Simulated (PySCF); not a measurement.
Mg(NH2)(OSiH3), SMILES [O]([Mg][NH2])[SiH3], B3LYP/def2-SVP optimised geometry. Atoms within 1.6 Å of the plane z = 0.0 Å (x, y, z in Å): O5 (-1.05, -1.12, -1.29), Si6 (-0.45, -0.31, 0.00), H7 (1.05, -0.31, 0.00), H8 (-0.90, -0.92, 1.29), H9 (-0.90, 1.12, 0.00).

Level of theory: B3LYP/def2-TZVP (PySCF 2.14.0). Cells within 0.4 Å of a nucleus heavier than hydrogen are left out (blank, or x).

Map of the Laplacian of the electron density (e/bohr⁵), clipped to [-1.50, 1.50] on the plane z = 0.0 Å:

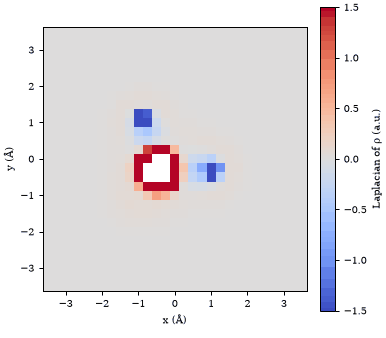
Figure: Laplacian of the electron density (e/bohr⁵), clipped to [-1.50, 1.50] on the plane z = 0.0 Å.
